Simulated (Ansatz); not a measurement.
Cell of (Sn)12/(GaSb)4 zinc blende (110) superlattice on GaSb (the substrate's cell is 0.3 % off cubic on its mesh, so the two in-plane strains differ), with its geometry taken from a PBE run:

```yaml
crystal:
  lattice:
    - [4.39963, 0.00000, 0.00000]
    - [0.00000, 6.20110, 0.00000]
    - [0.00000, 0.00000, 38.74496]
  atoms:
    - { symbol: Sn, position: [0.00000, 0.99425, 0.99993] }
    - { symbol: Sn, position: [0.50000, 0.27269, 0.99656] }
    - { symbol: Sn, position: [0.50000, 0.47993, 0.06215] }
    - { symbol: Sn, position: [0.00000, 0.75877, 0.06322] }
    - { symbol: Sn, position: [0.00000, 0.98312, 0.12739] }
    - { symbol: Sn, position: [0.50000, 0.26154, 0.12691] }
    - { symbol: Sn, position: [0.50000, 0.48193, 0.19155] }
    - { symbol: Sn, position: [0.00000, 0.76078, 0.19181] }
    - { symbol: Sn, position: [0.00000, 0.98055, 0.25643] }
    - { symbol: Sn, position: [0.50000, 0.25945, 0.25602] }
    - { symbol: Sn, position: [0.50000, 0.48013, 0.32062] }
    - { symbol: Sn, position: [0.00000, 0.75848, 0.32091] }
    - { symbol: Sn, position: [0.00000, 0.98013, 0.38544] }
    - { symbol: Sn, position: [0.50000, 0.25848, 0.38516] }
    - { symbol: Sn, position: [0.50000, 0.48055, 0.44964] }
    - { symbol: Sn, position: [0.00000, 0.75945, 0.45004] }
    - { symbol: Sn, position: [0.00000, 0.98193, 0.51452] }
    - { symbol: Sn, position: [0.50000, 0.26078, 0.51425] }
    - { symbol: Sn, position: [0.50000, 0.48312, 0.57868] }
    - { symbol: Sn, position: [0.00000, 0.76154, 0.57915] }
    - { symbol: Sn, position: [0.00000, 0.97993, 0.64391] }
    - { symbol: Sn, position: [0.50000, 0.25877, 0.64284] }
    - { symbol: Sn, position: [0.50000, 0.49425, 0.70614] }
    - { symbol: Sn, position: [0.00000, 0.77269, 0.70950] }
    - { symbol: Ga, position: [0.00000, 0.00513, 0.76739] }
    - { symbol: Sb, position: [0.50000, 0.25208, 0.76913] }
    - { symbol: Ga, position: [0.50000, 0.51182, 0.82493] }
    - { symbol: Sb, position: [0.00000, 0.75933, 0.82460] }
    - { symbol: Ga, position: [0.00000, 0.01182, 0.88113] }
    - { symbol: Sb, position: [0.50000, 0.25933, 0.88146] }
    - { symbol: Ga, position: [0.50000, 0.50513, 0.93867] }
    - { symbol: Sb, position: [0.00000, 0.75208, 0.93693] }
```

The numbers are results of r2SCAN (plane waves to 500 eV, PAW; Ansatz, an electronic-structure program), not measurements. No spin–orbit coupling. Its k-point mesh 7×5×1, Fermi–Dirac width 0.01 eV.

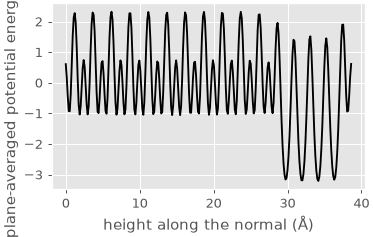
Fig. 1. Smooth (PAW) electrostatic potential energy of an electron, averaged over planes, about its mean

The curve spans 5.5 eV over the stretch drawn.
